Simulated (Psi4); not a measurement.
# A workflow on NO2F (nitryl fluoride)

Aim: a geometry optimisation (B3LYP/aug-cc-pVDZ), then the harmonic vibrations, then the energy (SCS-MP2/aug-cc-pVDZ) of NO2F (nitryl fluoride). 

The calculation is run with Psi4 1.11.

### Step 1. The molecule

The species is NO2F (4 atoms), meant as a singlet with charge 0. SMILES: `O=[N+]([O-])F`. All atoms were displaced at random from a relaxed shape. The run starts from this shape.

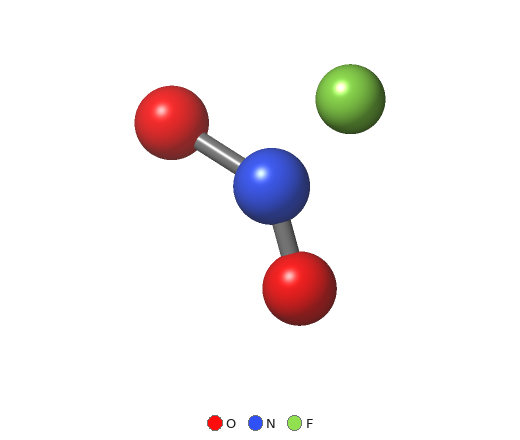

The structure, seen from a chosen angle (oxygen red, nitrogen blue, fluorine green).

### Step 2. A structure relaxation at B3LYP/aug-cc-pVDZ (density fitting) (run 1)

Input file job.inp:

```
memory 1600 mb

molecule {
  O      0.41002144     0.97294439     2.31371264
  N      0.12795336    -0.18403287     0.08128657
  O      0.87573877    -2.00041683    -0.68635987
  F     -1.36214483     1.42473256    -1.58148534
  units bohr
  symmetry c1
}

set globals {
  basis aug-cc-pVDZ
  reference rks
  geom_maxiter 60
}

e_tot = optimize("b3lyp")
```

On the command line:

```
$ psi4 -n 1 job.inp job.out
```

job.out:

```text
[...]
  Running in c1 symmetry.
[...]
  Nuclear repulsion =  120.562384775376159
[...]
  Multiplicity = 1
[...]
  Nalpha       = 16
  Nbeta        = 16
[...]
    Number of basis functions: 92
[...]
   @DF-RKS iter   1:  -304.72501396165370   -1.13315e-01   7.94198e-03 ADIIS/DIIS
[...]
   @DF-RKS iter   8:  -304.94018713451504   -6.82121e-13   4.54619e-09 DIIS
[...]
  @DF-RKS Final Energy:  -304.94018713451504
   => Energetics <=
    Nuclear Repulsion Energy =            122.4176543958996604
    One-Electron Energy =                -661.7549957005664965
    Two-Electron Energy =                 262.1851666984678104
    DFT Exchange-Correlation Energy =     -27.7880125283160666
    Empirical Dispersion Energy =           0.0000000000000000
    VV10 Nonlocal Energy =                  0.0000000000000000
    Total Energy =                       -304.9401871345150425
[...]
 Multipole Moments:
 ------------------------------------------------------------------------------------
     Multipole            Electronic (a.u.)      Nuclear  (a.u.)        Total (a.u.)
 ------------------------------------------------------------------------------------
 L = 1.  Multiply by 2.5417464519 to convert [e a0] to [Debye]
 Dipole X            :         -0.5320599            0.6567003            0.1246404
 Dipole Y            :          0.5268794           -0.6501185           -0.1232392
 Dipole Z            :         -0.6217580            0.7677862            0.1460282
 Magnitude           :                                                    0.2281389
[...]
  -Total Gradient:
     Atom            X                  Y                   Z
    ------   -----------------  -----------------  -----------------
       1        0.000019069321    -0.000024454941    -0.000008237885
       2       -0.000167732506     0.000249129446    -0.000019949904
       3        0.000064254672    -0.000141207768    -0.000057066082
       4        0.000097287900    -0.000096259466     0.000100365472
[...]
    Final optimized geometry and variables:
    Molecular point group: c1
    Full point group: C1
    Geometry (in Bohr), charge = 0, multiplicity = 1:
    O            0.437884109304     0.791947669162     2.241206014114
    N            0.224030801773    -0.221803104588     0.262094820387
    O            0.921104008513    -2.137300179590    -0.652479577374
    F           -1.309268921021     1.296147029546    -1.530743222284
    Psi4 run time: 0:00:34.20
[...]
```

The script printed:

```text
Optimizer: Optimization complete!
```

It took 35 s on 1 thread of Intel Xeon 6975P-C (Granite Rapids), shared host; peak memory 0.52 GiB.

Steps, from the record of the run:

```
step  energy from the first frame kept (eV)  largest force (eV/Å)
   0                                 0.0000               10.9745
   1                                -0.6256                5.4976
   2                                -0.5847                5.4946
   3                                -0.7404                1.9657
   4                                -0.7445                1.8149
   5                                -0.7632                0.6889
   6                                -0.7717                0.3108
   7                                -0.7735                0.0640
   8                                -0.7736                0.0323
   9                                -0.7736                0.0155
```

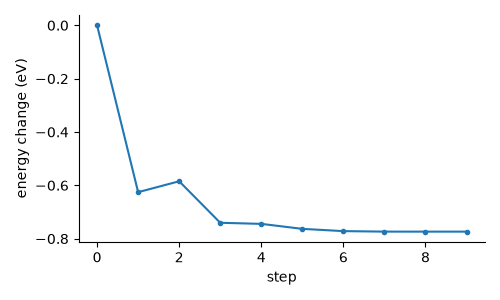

Energy along the run.

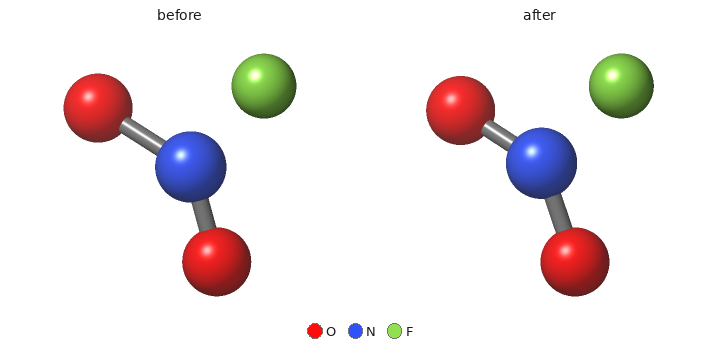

Before and after, at one scale.

After the run. Bond lengths: O1–N2 1.182 Å, N2–O3 1.182 Å, N2–F4 1.484 Å. Angles: O1–N2–O3 136.2°, O1–N2–F4 111.9°, O3–N2–F4 111.9°.

### Step 3. Vibrational wavenumbers at B3LYP/aug-cc-pVDZ (density fitting) (run 2)

Input file calc.inp:

```
memory 1600 mb

molecule {
  0 1
  O
  N 1 r2
  O 2 r3 1 a3
  F 2 r4 1 a4 3 d4

  r2 = 1.182128
  r3 = 1.182268
  a3 = 136.2096
  r4 = 1.484476
  a4 = 111.89919
  d4 = -179.99189
}

set basis aug-cc-pVDZ
set reference rks
set t 298.15
set rotational_symmetry_number 2

e, wfn = frequency("b3lyp", return_wfn=True)
```

On the command line:

```
$ psi4 calc.inp calc.out -n 1
```

calc.out:

```text
[...]
  Running in c1 symmetry.
[...]
  Nuclear repulsion =  122.417693928381908
[...]
  Multiplicity = 1
[...]
  Nalpha       = 16
  Nbeta        = 16
[...]
    Number of basis functions: 92
[...]
   @DF-RKS iter   1:  -304.77959928083521   -6.58838e-02   7.59328e-03 ADIIS/DIIS
[...]
   @DF-RKS iter  12:  -304.94018675106867   -4.54747e-13   1.59897e-09 DIIS
[...]
    Orbital Energies [Eh]
    ---------------------
    Doubly Occupied:
       1A    -24.760191     2A    -19.281192     3A    -19.281061
       4A    -14.692802     5A     -1.363418     6A     -1.210832
       7A     -1.189224     8A     -0.725922     9A     -0.641012
      10A     -0.635898    11A     -0.605944    12A     -0.466711
      13A     -0.449093    14A     -0.419246    15A     -0.406003
      16A     -0.378715
[...]
  @DF-RKS Final Energy:  -304.94018675106867
   => Energetics <=
    Nuclear Repulsion Energy =            122.4109187622517680
    One-Electron Energy =                -661.7420686918264892
    Two-Electron Energy =                 262.1787573959218776
    DFT Exchange-Correlation Energy =     -27.7877942174157866
    Empirical Dispersion Energy =           0.0000000000000000
    VV10 Nonlocal Energy =                  0.0000000000000000
    Total Energy =                       -304.9401867510686657
[...]
  -Total Gradient:
     Atom            X                  Y                   Z
    ------   -----------------  -----------------  -----------------
       1       -0.000007444919     0.000080738074    -0.000043085666
       2        0.000019314194     0.000536217097    -0.000408004155
       3       -0.000007435105    -0.000460024375     0.000544991094
       4       -0.000004394511    -0.000178659966    -0.000103348068
[...]
  ==> Harmonic Vibrational Analysis <==
[...]
  Freq [cm^-1]                 550.3001            572.6131            749.4709
[...]
  IR activ [km/mol]             3.2699             75.2578             11.7008
[...]
  Freq [cm^-1]                 825.7811           1369.9638           1871.0350
[...]
  IR activ [km/mol]            230.1382            184.2818            497.5971
[...]
  Total E_0, Enthalpy at 0 [K]                                                         -304.92665672 [Eh]
[...]
  Total H, Enthalpy at  298.15 [K]                                                     -304.92233982 [Eh]
[...]
  Total G, Gibbs energy at  298.15 [K]                                                 -304.95178152 [Eh]
[...]
```

On the terminal:

```text
Warning: used thermodynamics relations inappropriate for low-frequency modes: ['550.3001' '572.6131']
```

Run time: 64 s. Hardware: 1 thread of Intel Xeon 6975P-C (Granite Rapids), shared host; peak memory 0.51 GiB.

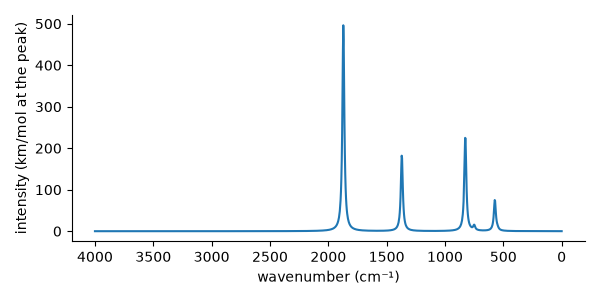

Harmonic infrared spectrum, unscaled, lines broadened by 10 cm⁻¹.

### Step 4. The energy at SCS-MP2/aug-cc-pVDZ (density fitting) (run 3)

Input file input.inp:

```
memory 1600 mb

molecule system {
  0 1
  O
  N 1 1.182128
  O 2 1.182268 1 136.2096
  F 2 1.484476 1 111.89919 3 -179.99189
  symmetry c1
}

set globals {
  basis aug-cc-pVDZ
  freeze_core true
}

result, w = energy("scs-mp2", return_wfn=True)
```

On the command line:

```
$ psi4 -i input.inp -o input.out -n 1
```

input.out:

```text
[...]
  Running in c1 symmetry.
[...]
  Nuclear repulsion =  122.417693928381908
[...]
  Multiplicity = 1
[...]
  Nalpha       = 16
  Nbeta        = 16
[...]
    Number of basis functions: 92
[...]
   @RHF iter   1:  -303.24454834692335   -4.12412e-01   8.14526e-03 DIIS/ADIIS
[...]
   @RHF iter  13:  -303.45470878359691   -5.22959e-12   7.37596e-09 DIIS
[...]
    Orbital Energies [Eh]
    ---------------------
    Doubly Occupied:
       1A    -26.388147     2A    -20.709652     3A    -20.709561
       4A    -16.004253     5A     -1.757048     6A     -1.609103
       7A     -1.536033     8A     -0.978145     9A     -0.864217
      10A     -0.837176    11A     -0.826831    12A     -0.711635
      13A     -0.685771    14A     -0.586935    15A     -0.574611
      16A     -0.543264
[...]
  @RHF Final Energy:  -303.45470878359691
   => Energetics <=
    Nuclear Repulsion Energy =            122.4176939283819081
    One-Electron Energy =                -661.1000387582880649
    Two-Electron Energy =                 235.2276360463092146
    Total Energy =                       -303.4547087835969137
[...]
 Multipole Moments:
 ------------------------------------------------------------------------------------
     Multipole            Electronic (a.u.)      Nuclear  (a.u.)        Total (a.u.)
 ------------------------------------------------------------------------------------
 L = 1.  Multiply by 2.5417464519 to convert [e a0] to [Debye]
 Dipole X            :         -0.0000753            0.0001305            0.0000552
 Dipole Y            :          1.0007727           -1.1147420           -0.1139693
 Dipole Z            :          0.4017879           -0.4480566           -0.0462687
 Magnitude           :                                                    0.1230032
[...]
	SCS-MP2 Total Energy (a.u.)        :  -304.22794175481346
	SOS-MP2 Total Energy (a.u.)        :  -304.15184377589964
	SCSN-MP2 Total Energy (a.u.)       :  -303.85650611226180
[...]
	SOS-PI-MP2 Total Energy (a.u.)     :  -304.26803294128342
[...]
	MP2 Total Energy (a.u.)            :  -304.26394854725726
[...]
```

Wall time 4.5 s (1 thread of Intel Xeon 6975P-C (Granite Rapids), shared host); peak memory 0.52 GiB.

### Step 5. What came out

```
                                                                           quantity             value
                                  run 1, B3LYP/aug-cc-pVDZ: total energy at the end     -304.94019 Eh
                                            run 1, B3LYP/aug-cc-pVDZ: dipole moment            0.58 D
                                              run 1, B3LYP/aug-cc-pVDZ: HOMO energy         -10.31 eV
                                              run 1, B3LYP/aug-cc-pVDZ: LUMO energy          -3.28 eV
                                            run 1, B3LYP/aug-cc-pVDZ: HOMO–LUMO gap           7.02 eV
                               run 2, B3LYP/aug-cc-pVDZ: lowest harmonic wavenumber          550 cm⁻¹
                              run 2, B3LYP/aug-cc-pVDZ: highest harmonic wavenumber         1871 cm⁻¹
                                        run 2, B3LYP/aug-cc-pVDZ: zero-point energy       35.5 kJ/mol
run 2, B3LYP/aug-cc-pVDZ: ideal-gas entropy at 298.15 K (symmetry number 2 as used)  62.0 cal/(mol K)
                                           run 3, SCS-MP2/aug-cc-pVDZ: total energy     -304.22794 Eh
                    run 3, SCS-MP2/aug-cc-pVDZ: HOMO energy (Hartree–Fock orbitals)         -14.78 eV
                    run 3, SCS-MP2/aug-cc-pVDZ: LUMO energy (Hartree–Fock orbitals)           1.36 eV
                  run 3, SCS-MP2/aug-cc-pVDZ: HOMO–LUMO gap (Hartree–Fock orbitals)          16.15 eV
            run 3, SCS-MP2/aug-cc-pVDZ: correlation energy (4 core orbitals frozen)        -773.2 mEh
```

In words: The optimisation (run 1, B3LYP/aug-cc-pVDZ) took 10 steps and changed the energy by -0.774 eV. All 6 modes (run 2, B3LYP/aug-cc-pVDZ) are real, so the shape is a minimum at this level.
